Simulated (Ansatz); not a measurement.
Strength of the C–Sn bond: C3H10Sn → C3H7 + SnH3

Species: C3H10Sn `C[CH](C)[SnH3]`, singlet; C3H7 (methylethyl) `C[CH]C`, doublet; SnH3 `[SnH3]`, doublet. 

Shapes, held fixed at every level: PBE0-D4/def2-TZVP. Programs: Ansatz 0.2.0. The zero-point and thermal change to 298 K, harmonic and unscaled (PBE0-D4/def2-TZVP), is -14.4 kJ/mol.

| level | kind | ΔH(298 K) (kJ/mol) | less CCSD(T)/def2-TZVPP |
| --- | --- | --- | --- |
| HF/def2-TZVPP | Hartree–Fock | +137.3 | -122.7 |
| SPW92/def2-TZVPP | LDA | +288.5 | +28.5 |
| BHLYP-D4/def2-TZVPP | global hybrid | +230.9 | -29.1 |
| PBE0-D4/def2-TZVPP | global hybrid | +241.1 | -18.9 |
| wB97X-V/def2-TZVPP | range-separated hybrid | +258.2 | -1.8 |
| MP2/def2-SVP | perturbation theory | +254.5 | -5.5 |
| MP2/def2-TZVPP | perturbation theory | +280.0 | +20.0 |
| CCSD(T)/def2-TZVPP | coupled cluster or CI | +260.0 | 0.0 |

The highest level, CCSD(T)/def2-TZVPP, gives ΔH(298 K) = +260.0 kJ/mol; the levels span +137.3 to +288.5. The column of differences is taken from that level and isn't an error. Hartree–Fock misses the correlation of the pair that is broken and comes out low. No measured value is set beside it here. Open shells run unrestricted unless RO is named. For atoms past krypton def2 sets carry core potentials with scalar relativity. Correlated rows may include outer-core shells of Sn, which these sets cover unevenly.

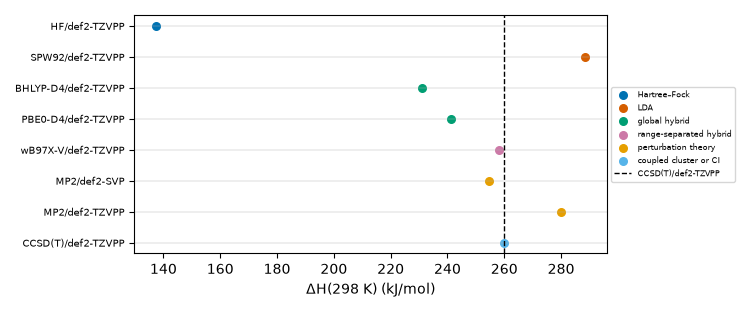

The values of the table, level by level.
